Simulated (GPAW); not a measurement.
# Polarising a 7-layer slab of Nb(110) with a field along the normal

The dipole of the cell at several fields, atoms fixed. What does the strongest field give, and what length does the slope stand for?

Set-up. GPAW 26.7.0, plane waves (400 eV), PAW setups, PBE, 12×12 mesh, a dipole layer in the vacuum; geometry relaxed without an applied field with GPAW. The cell's area is 7.70 Å², and e/ε0 = 180.95 V Å.

What came out, but for one run:

| field (V/Å) | dipole (e Å) |
| --- | --- |
| −0.2 | −0.1538 |
| −0.1 | −0.0760 |
| −0.05 | −0.0372 |
| 0.05 | 0.0407 |
| 0.1 | 0.0796 |
| 0.2 | 0.1574 |
| 0.3 | ? |

**Question.** What is the dipole at 0.3 V/Å?

A: A line through the 6 points has the slope α = 0.778 e Å per V/Å and the intercept p₀ = 0.0018 e Å (r.m.s. residual 3.7e−05). At 0.3 V/Å it gives p = 0.0018 + 0.778 × 0.3 = 0.2352 e Å; the run gives 0.2352 e Å, so the response stays linear to 0.0 % of the induced part. Dividing by ε0 and the area: α/(ε0 A) = 0.778 × 180.95 / 7.70 = 18.28 Å, against 13.95 Å between the outer nuclei. A metal screens fully, so the excess of 4.33 Å puts the image planes about 2.17 Å outside the outer atoms on average.

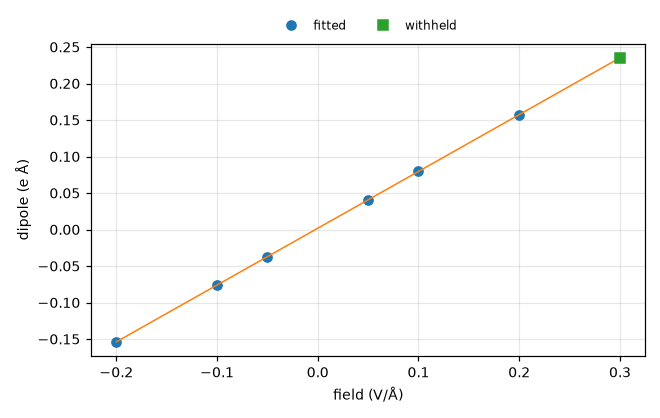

The line and the withheld run.

Caveats: This is the electronic response alone; ions that move would add to it in polar layers. No run was spin-polarised, so magnetic states weren't tested.
